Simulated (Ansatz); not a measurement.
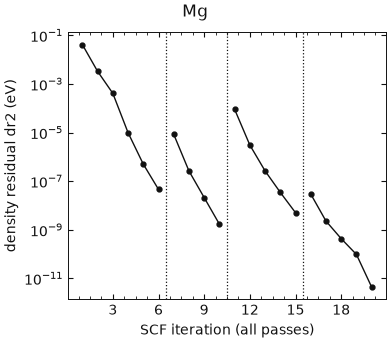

The plot shows the SCF iterations of a calculation: density residual dr2. Each stretch between dotted lines is the SCF of one geometry step of a relaxation. The starting density is a sum of atomic densities corrected by a trained network. Pass 4 re-solves the same geometry on a plane-wave basis chosen afresh for the new cell.

Mg (3 atoms in the cell), run with Ansatz.

```
crystal:
  lattice:
    - [5.9853067718, 0.0, 0.0]
    - [-2.9926533859, 5.1834277138, 0.0]
    - [0.0, 0.0, 23.8]
  atoms:
    - { symbol: Mg, position: [0.5, 0.0, 0.2941176471] }
    - { symbol: Mg, position: [0.0, 0.5, 0.2941176471] }
    - { symbol: Mg, position: [0.5, 0.5, 0.2941176471] }
  periodic: [true, true, false]
basis:
  ecutwfc: 420
kpoints:
  mp_grid: { grid: [12, 12, 1] }
hamiltonian:
  xc: pbe
scf:
  occupations: { method: gaussian, width: 0.1 }
  max_iter: 80
output:
  forces: true
  eigenvalues: true
  stress: true
relax:
  adjacent_minimum: "off"
  f_tol: 1.0e-09
  max_steps: 30
  cell: { stress_2d_tol: 0.02 }
```

Command:
```bash
ansatz run input.yaml --threads 1 --pin off --max-ram 2560MiB --backend cpu --events-out ev --progress --plain --runs-dir out
```

> Was self-consistency reached?

It converged, after 20 iterations in all. There are 4 passes, of 6, 4, 5 and 5 iterations. In pass 1, the residual falls at every step. The relaxation met its thresholds.

> Is anything amiss with this input?

The input holds an odd setting (a force tolerance meant to be out of reach), but it does no harm here.
